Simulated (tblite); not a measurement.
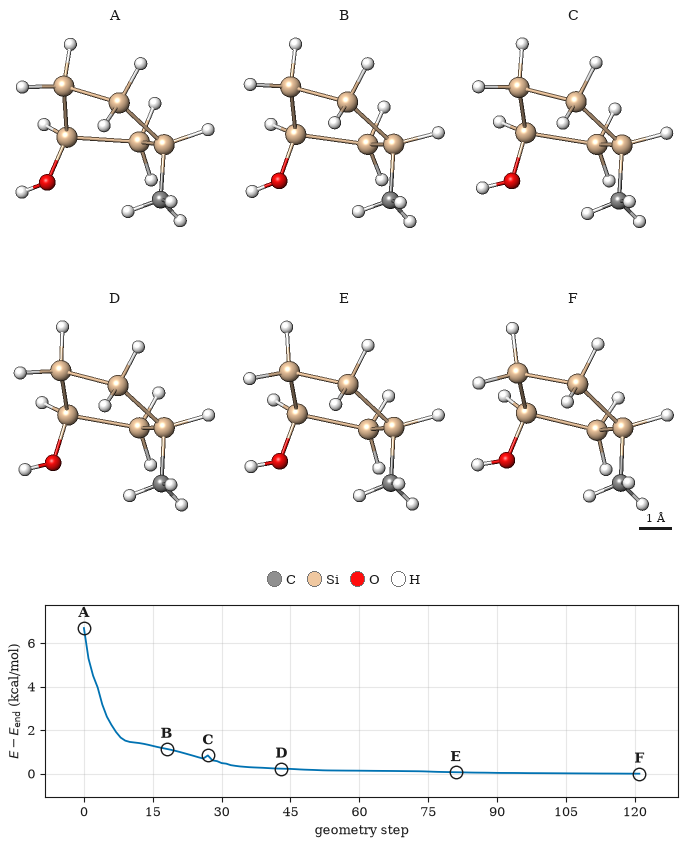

Frames of a relaxation of CH₁₂OSi₅, marked on the history of the run. The picture is a ball-and-stick view, seen from a free direction.

Computed with tblite, GFN2-xTB geometry optimisation, gas phase. 

> What happens along the run?

The energy falls by 6.69 kcal/mol in 121 geometry steps. The atom that moves furthest after the best rigid fit is an H atom (0.63 Å). By element the largest moves are H 0.63 Å, O 0.48 Å, Si 0.30 Å, C 0.12 Å. Near-neighbour distances that change, for instance: C–Si 1.862 → 1.908 Å, Si–Si 2.308 → 2.351 Å, H–Si 1.496 → 1.468 Å, Si–Si 2.319 → 2.339 Å. Among the angles between lasting bonds that change: O–Si–Si 111.2° → 99.6°, Si–Si–Si 100.9° → 108.0°, H–Si–H 110.6° → 103.7°. Groups turn about O–Si by about 50°. Cost: 1.5 s on 1 thread of Arm Neoverse V1, with other jobs on the host. From step 0 to 18: an H atom moves most (0.16 Å), energy −5.55 kcal/mol. From step 18 to 27: an H atom moves most (0.23 Å), energy −0.30 kcal/mol. From step 27 to 43: an H atom moves most (0.13 Å), energy −0.61 kcal/mol. From step 43 to 81: H atoms move most (0.19 Å), energy −0.16 kcal/mol. From step 81 to 121: an H atom moves most (0.20 Å), energy −0.07 kcal/mol.
